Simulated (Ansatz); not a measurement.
# Si2H4 (SMILES [SiH][SiH3]) at U-r2SCAN/STO-3G

What is the vertical ionisation energy of Si2H4 at U-r2SCAN/STO-3G? 

Program for the calculation: Ansatz 0.2.0.

29 further runs of the same task are left out: 29 set aside as unsound or not needed.

**1. The molecule**

Si2H4 has 6 atoms, charge 0, and is taken as a triplet. As SMILES, `[SiH][SiH3]`. The coordinates come from a GFN2-xTB relaxation.

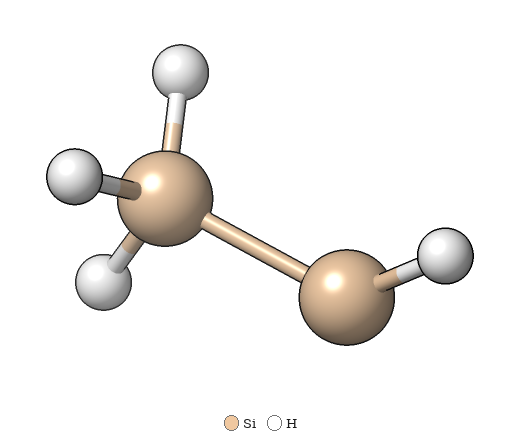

Viewed from a chosen angle; silicon light orange, hydrogen white.

**2. A single-point energy at U-r2SCAN/STO-3G**

run.yaml

```yaml
crystal:
  periodic: [false, false, false]
  atoms:
    - {symbol: Si, position_ang: [0.322720, -1.575880, 0.287350]}
    - {symbol: Si, position_ang: [-0.300130, 0.523270, -0.245660]}
    - {symbol: H, position_ang: [1.427930, -2.017820, 1.155760]}
    - {symbol: H, position_ang: [-1.456530, 0.376070, -1.136010]}
    - {symbol: H, position_ang: [0.714920, 1.325330, -0.951090]}
    - {symbol: H, position_ang: [-0.708920, 1.369020, 0.889660]}
basis:
  gaussian:
    orbitals: STO-3G
hamiltonian:
  xc: {name: r2SCAN}
accuracy: high
magnetization:
  spin_polarized: true
  initial_magnetization: 2
```

Started as:

```sh
$ ansatz run run.yaml --threads 1 --pin off --max-ram 2610MiB --events-out events.jsonl --progress --plain --runs-dir runs
```

The program printed:

```text
Warning: RAYON_NUM_THREADS=1 ignored (pool sized by the plan → 1); use --threads N
Functional definition: r2SCAN
  name "r2SCAN"
  parameter k0 = 0.174
  parameter k1 = 0.065
  parameter a1 = 4.9479
  exchange = r2scan_x(k0 = k0, k1 = k1, a1 = a1)
  correlation = r2scan_c
388 factors; integrals over basis functions are off by at most 6.1e-9 eV
mean field evaluation 1: about -15631.8417 eV, gradient 1.1e1 eV
mean field evaluation 2: about -15632.2028 eV, gradient 8.7e0 eV
mean field evaluation 4: about -15632.8044 eV, gradient 2.1e-1 eV
mean field evaluation 8: about -15632.7469 eV, gradient 4.4e-3 eV
mean field evaluation 16: about -15632.7469 eV, gradient 3.4e-6 eV
mean field -15632.74694715 eV, -574.4928540513 hartree, gradient 8.9e-9 eV, S^2 2.003435; 0 other end points of the search recorded, 0 dependent functions left out
reference -15632.74694817 eV, -574.4928540888 hartree; 17, 15 occupied and 5, 7 virtual orbitals, 388 factors
Total energy: -15632.74694817 eV, -574.4928540888 hartree
```

Run time: 3.6 s. Hardware: 1 thread of AMD EPYC 9R14 (Zen 4), shared host; peak memory 0.27 GiB.

**3. The doublet cation, same level**

molecule.yaml

```yaml
crystal:
  periodic: [false, false, false]
  atoms:
    - {symbol: Si, position_ang: [0.322720, -1.575880, 0.287350]}
    - {symbol: Si, position_ang: [-0.300130, 0.523270, -0.245660]}
    - {symbol: H, position_ang: [1.427930, -2.017820, 1.155760]}
    - {symbol: H, position_ang: [-1.456530, 0.376070, -1.136010]}
    - {symbol: H, position_ang: [0.714920, 1.325330, -0.951090]}
    - {symbol: H, position_ang: [-0.708920, 1.369020, 0.889660]}
basis:
  gaussian:
    orbitals: STO-3G
total_charge: 1
magnetization:
  spin_polarized: true
  initial_magnetization: 1
hamiltonian:
  xc: {name: r2SCAN}
accuracy: high
```

Started as:

```sh
$ ansatz run molecule.yaml --threads 1 --pin off --max-ram 2610MiB --events-out events.jsonl --progress --plain --runs-dir runs
```

The program printed, shortened:

```text
Warning: RAYON_NUM_THREADS=1 ignored (pool sized by the plan → 1); use --threads N
[... 7 set-up lines as earlier in the session ...]
387 factors; integrals over basis functions are off by at most 6.1e-9 eV
mean field evaluation 1: about -15626.6515 eV, gradient 1.1e1 eV
mean field evaluation 2: about -15625.6708 eV, gradient 1.4e1 eV
mean field evaluation 4: about -15627.7897 eV, gradient 6.2e-1 eV
mean field evaluation 8: about -15627.7329 eV, gradient 6.7e-3 eV
mean field evaluation 16: about -15627.7329 eV, gradient 3.3e-6 eV
mean field -15627.73285799 eV, -574.3085896735 hartree, gradient 6.1e-8 eV, S^2 0.750780; 0 other end points of the search recorded, 0 dependent functions left out
reference -15627.73285901 eV, -574.3085897107 hartree; 16, 15 occupied and 6, 7 virtual orbitals, 387 factors
Total energy: -15627.73285901 eV, -574.3085897107 hartree
```

Wall time 3.6 s (1 thread of AMD EPYC 9R14 (Zen 4), shared host); peak memory 0.27 GiB.

**4. Outcome**

Level: U-r2SCAN/STO-3G.

| quantity | value |
| --- | --- |
| triplet Si2H4: total energy | -574.49285 Eh |
| triplet Si2H4: ⟨S²⟩ | 2.003 |
| doublet cation: total energy | -574.30859 Eh |
| doublet cation: ⟨S²⟩ | 0.751 |
| vertical ionisation energy (to the doublet cation) | 5.014 eV |

Removing an electron at fixed nuclei costs 5.01 eV (484 kJ/mol). In a minimal basis such a difference can be off by several eV, whatever the method.
